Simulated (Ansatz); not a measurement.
```csv
atom,x (Å),y (Å),z (Å)
Cl,0.6237,-1.7584,-1.5554
Si,0.1592,-0.2242,-0.2038
H,-1.2524,-0.4967,-0.1526
H,0.4938,1.0808,-0.7764
H,-0.8772,1.8338,1.6203
H,0.8530,-0.4353,1.0680
```

Not at a stationary point (largest force 1.0 eV/Å).

Method: Ansatz 0.2.0, UKS BHLYP-D4/def2-mTZVP.

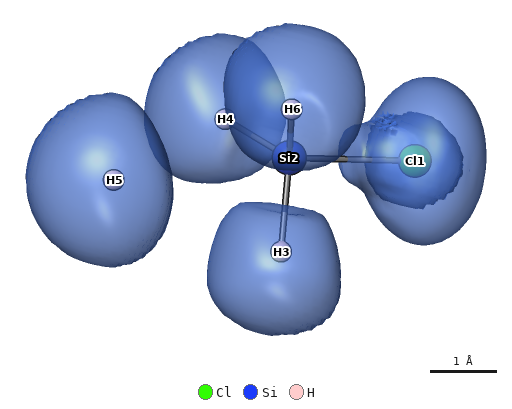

ClH₃Si···H (doublet). Isosurface of the ELF at 0.8 (blue), seen at a tilt. Only the valence region is drawn (cores and ρ < 0.01 e/Å³ removed).

Q: Describe the localisation domains.

A: The ELF exceeds this value in four regions around hydrogen nuclei and one region on Cl in which the atom's valence shell and bonds are merged. Along the contacts the grid gives the following. Si2···H5 (2.94 Å): the ELF dips to about 0.05 between them (a non-bonded, intermolecular contact). Si–Cl (2.10 Å): the ELF peaks at about 0.90 between the atoms (a polar covalent bond).
